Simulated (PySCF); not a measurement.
# One shape, several levels: triplet H3O+

We compute a comparison of 6 runs (UHF/STO-3G, UHF/3-21G, U-wB97M-V/aug-cc-pVTZ, UB2PLYP/aug-cc-pVTZ, UCAM-B3LYP/aug-cc-pVTZ, USCS-MP2/aug-cc-pVTZ) of triplet H3O+. 

Program for the calculation: PySCF 2.14.0.

3 further runs of the same task are left out: 3 set aside as unsound or not needed.

### 1 The system as given

H3O+ has 4 atoms, charge +1, and is taken as a triplet. SMILES of the parent species: `[OH3+]`. The shape is that of a PBE0-D4/def2-TZVP optimisation. That shape belongs to the parent species and isn't relaxed for this state.

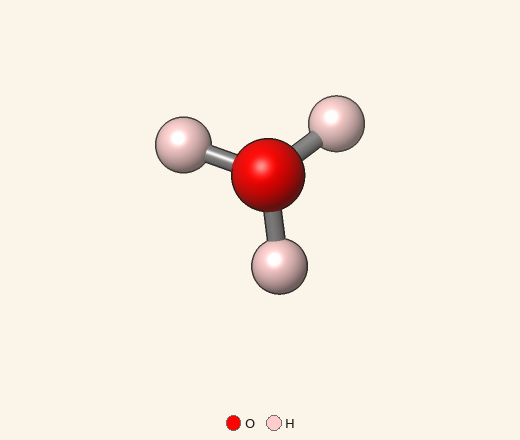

The structure, seen from a chosen angle (oxygen red, hydrogen pink).

### 2 A single-point energy at UHF/STO-3G (run 1)

Contents of job.py:

```python
from pyscf import gto, scf

mol = gto.Mole()
mol.atom = '''
O      0.343873    -0.107147    -0.099702
H      0.413963     1.735600     0.028610
H     -0.772690    -0.695967    -1.450138
H      0.014853    -0.932485     1.521267
'''
mol.max_memory = 1860
mol.basis = 'sto-3g'
mol.verbose = 3
mol.unit = 'bohr'
mol.spin = 2
mol.charge = 1
mol.build()

hf = scf.UHF(mol)
hf.conv_tol = 1e-10
hf.kernel()
if not hf.converged:
    hf = hf.newton().run(hf.mo_coeff, hf.mo_occ)

etot = hf.e_tot
print('E = %.10f Eh' % etot)
```

On the command line:

```sh
OMP_NUM_THREADS=1 python job.py
```

The log of the run:

```text
WARN: HOMO 0.306059166317068 >= LUMO -0.476324050423156

converged SCF energy = -74.8609252465148  <S^2> = 2.0030218  2S+1 = 3.0020139
E = -74.8609252465 Eh
```

It took 0.64 s on 1 thread of Arm Neoverse V1, shared host; peak memory 0.1 GiB.

### 3 A single-point energy at UHF/3-21G (run 2)

Contents of calc.py:

```python
from pyscf import gto

system = gto.M(
    atom='''
O      0.343873    -0.107147    -0.099702
H      0.413963     1.735600     0.028610
H     -0.772690    -0.695967    -1.450138
H      0.014853    -0.932485     1.521267
''',
    unit='bohr',
    basis='3-21g',
    max_memory=1860,
    charge=1,
    spin=2,
    verbose=3,
)

hf = system.UHF()
hf.conv_tol = 1e-10
hf.kernel()
if not hf.converged:
    hf = hf.newton().run(hf.mo_coeff, hf.mo_occ)

e_tot = hf.e_tot
print('E = %.10f Eh' % e_tot)
```

On the command line:

```sh
OMP_NUM_THREADS=1 python calc.py
```

The log of the run:

```text
WARN: HOMO 0.094979035104354 >= LUMO -0.526610112483209

WARN: HOMO -0.49880195884513 >= LUMO -0.553357032186624

converged SCF energy = -75.488447385675  <S^2> = 2.0013505  2S+1 = 3.0009002
E = -75.4884473857 Eh
```

Wall time 0.82 s (1 thread of Arm Neoverse V1, shared host); peak memory 0.12 GiB.

Runs 3 to 5 aren't shown in full; the table further down has their settings and results.

### 4 The energy at USCS-MP2/aug-cc-pVTZ (run 6)

Contents of calc.py:

```python
from pyscf import gto, mp

molecule = gto.M(
    atom='''
O      0.343873    -0.107147    -0.099702
H      0.413963     1.735600     0.028610
H     -0.772690    -0.695967    -1.450138
H      0.014853    -0.932485     1.521267
''',
    basis='aug-cc-pvtz',
    verbose=3,
    max_memory=1860,
    spin=2,
    charge=1,
    unit='bohr',
)

hf = molecule.UHF()
hf.conv_tol = 1e-10
hf.kernel()
if not hf.converged:
    hf = hf.newton().run(hf.mo_coeff, hf.mo_occ)

pt = mp.MP2(hf, frozen=1).run()
e_tot = hf.e_tot + 1.2 * pt.e_corr_os + pt.e_corr_ss / 3
print('Final energy', e_tot)
```

On the command line:

```sh
OMP_NUM_THREADS=1 python calc.py
```

The log of the run:

```text
WARN: HOMO -0.00408418255314302 >= LUMO -0.541488019508915

WARN: HOMO -0.481024568334263 >= LUMO -0.726480747423416

WARN: HOMO -0.466291469683348 >= LUMO -0.492608996385449

converged SCF energy = -75.9632353203518  <S^2> = 2.0043974  2S+1 = 3.0029302
E(UMP2) = -76.1817836386831  E_corr = -0.218548318331275
E(SCS-UMP2) = -76.179099320143  E_corr = -0.215863999791157
Final energy -76.179099320143
```

It took 5.7 s on 1 thread of Arm Neoverse V1, shared host; peak memory 0.32 GiB.

### 5 All runs side by side

```csv
run,level,integration grid,nlc grid,energy (Eh),HOMO energy (eV),⟨S²⟩,wall time
1,UHF/STO-3G,–,–,-74.860925,-9.99,2.003,0.64 s
2,UHF/3-21G,–,–,-75.488447,-12.57,2.001,0.82 s
3,U-wB97M-V/aug-cc-pVTZ,5,1,-76.296088,-13.17,2.001,67 s
4,UB2PLYP/aug-cc-pVTZ,5,–,-76.281115,-11.92,2.002,24 s
5,UCAM-B3LYP/aug-cc-pVTZ,5,–,-76.305697,-12.40,2.001,27 s
6,USCS-MP2/aug-cc-pVTZ,–,–,-76.179099,-12.96,2.004,5.7 s
```

### 6 Outcome

```
                                                         quantity         value
                                              run 6: total energy  -76.17910 Eh
run 6: HOMO energy (Hartree–Fock orbitals) (highest over α and β)     -12.96 eV
 run 6: LUMO energy (Hartree–Fock orbitals) (lowest over α and β)     -11.96 eV
                run 6: correlation energy (1 core orbital frozen)    -215.9 mEh
                         run 6: ⟨S²⟩ of the reference determinant         2.004
```

**Reading.** Totals of different functionals can't be ranked against each other. In run 1 the basis is minimal, so the values are rough. All runs together took 2.1 min, the longest 67 s.
